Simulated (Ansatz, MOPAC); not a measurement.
Breaking a bond: GaH, singlet.

- PM7, restricted, heats of formation (MOPAC)
- RCCSD(T) = CCSD(T) on RHF/def2-TZVP, cores with 3d frozen in Ansatz (a first-principles code)
- RKS-CAM-B3LYP = restricted CAM-B3LYP/def2-TZVP (Ansatz)
- RMP2 = MP2 on RHF/def2-TZVP, cores with 3d frozen run with Ansatz

Energies are in mEh, each relative to the lowest point of its own curve near equilibrium.

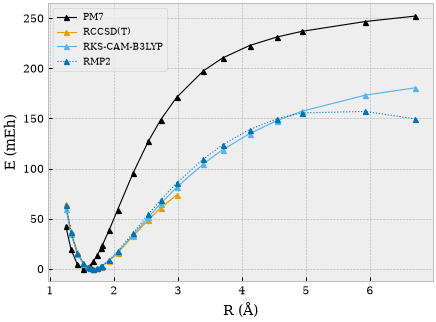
Figure: Energy against bond length for each method.

```json
[
 {"R / Å": "1.25", "PM7": "42.5", "RCCSD(T)": "64.5", "RKS-CAM-B3LYP": "60.0", "RMP2": "64.1"},
 {"R / Å": "1.33", "PM7": "19.6", "RCCSD(T)": "37.6", "RKS-CAM-B3LYP": "34.5", "RMP2": "37.1"},
 {"R / Å": "1.43", "PM7": "4.3", "RCCSD(T)": "16.5", "RKS-CAM-B3LYP": "14.8", "RMP2": "16.1"},
 {"R / Å": "1.52", "PM7": "0.0", "RCCSD(T)": "6.0", "RKS-CAM-B3LYP": "5.1", "RMP2": "5.7"},
 {"R / Å": "1.59", "PM7": "1.3", "RCCSD(T)": "1.8", "RKS-CAM-B3LYP": "1.4", "RMP2": "1.6"},
 {"R / Å": "1.62", "PM7": "2.9", "RCCSD(T)": "0.8", "RKS-CAM-B3LYP": "0.5", "RMP2": "0.6"},
 {"R / Å": "1.68", "PM7": "7.4", "RCCSD(T)": "0.0", "RKS-CAM-B3LYP": "0.0", "RMP2": "0.0"},
 {"R / Å": "1.74", "PM7": "13.5", "RCCSD(T)": "0.5", "RKS-CAM-B3LYP": "0.7", "RMP2": "0.7"},
 {"R / Å": "1.80", "PM7": "20.7", "RCCSD(T)": "2.1", "RKS-CAM-B3LYP": "2.4", "RMP2": "2.5"},
 {"R / Å": "1.82", "PM7": "23.4", "RCCSD(T)": "2.8", "RKS-CAM-B3LYP": "3.2", "RMP2": "3.2"},
 {"R / Å": "1.93", "PM7": "39.0", "RCCSD(T)": "8.0", "RKS-CAM-B3LYP": "8.5", "RMP2": "8.8"},
 {"R / Å": "2.06", "PM7": "59.0", "RCCSD(T)": "15.8", "RKS-CAM-B3LYP": "16.5", "RMP2": "17.4"},
 {"R / Å": "2.30", "PM7": "95.3", "RCCSD(T)": "32.5", "RKS-CAM-B3LYP": "33.7", "RMP2": "35.7"},
 {"R / Å": "2.54", "PM7": "127.2", "RCCSD(T)": "48.9", "RKS-CAM-B3LYP": "51.4", "RMP2": "54.4"},
 {"R / Å": "2.73", "PM7": "148.4", "RCCSD(T)": "60.6", "RKS-CAM-B3LYP": "64.8", "RMP2": "68.5"},
 {"R / Å": "2.98", "PM7": "170.9", "RCCSD(T)": "73.6", "RKS-CAM-B3LYP": "81.1", "RMP2": "85.4"},
 {"R / Å": "3.40", "PM7": "197.5", "RCCSD(T)": "—", "RKS-CAM-B3LYP": "104.7", "RMP2": "109.6"},
 {"R / Å": "3.70", "PM7": "210.3", "RCCSD(T)": "—", "RKS-CAM-B3LYP": "118.7", "RMP2": "123.6"},
 {"R / Å": "4.12", "PM7": "222.7", "RCCSD(T)": "—", "RKS-CAM-B3LYP": "134.8", "RMP2": "138.9"},
 {"R / Å": "4.55", "PM7": "231.2", "RCCSD(T)": "—", "RKS-CAM-B3LYP": "147.8", "RMP2": "149.6"},
 {"R / Å": "4.94", "PM7": "236.8", "RCCSD(T)": "—", "RKS-CAM-B3LYP": "157.1", "RMP2": "155.5"},
 {"R / Å": "5.93", "PM7": "246.6", "RCCSD(T)": "—", "RKS-CAM-B3LYP": "173.2", "RMP2": "156.9"},
 {"R / Å": "6.71", "PM7": "252.0", "RCCSD(T)": "—", "RKS-CAM-B3LYP": "180.5", "RMP2": "149.5"}
]
```

At the longest distance, 6.71 Å, PM7 lies highest above its minimum (252.0 mEh) and RMP2 lowest (149.5 mEh).

The RMP2 curve passes through a maximum at 5.93 Å and then falls by 7.5 mEh up to the last usable point.

A dash means that the run gave no value there, or that the column was ended at a point which the program doubted or which failed a test of continuity chosen for this set; such a test can also cut sound points.

The restricted form behind PM7, RKS-CAM-B3LYP, RMP2 keeps the bonding electrons paired and can't separate into open-shell fragments. The T1 diagnostic of CCSD on the restricted reference of RCCSD(T), RMP2 exceeds 0.045 at 2.73 to 6.71 Å.
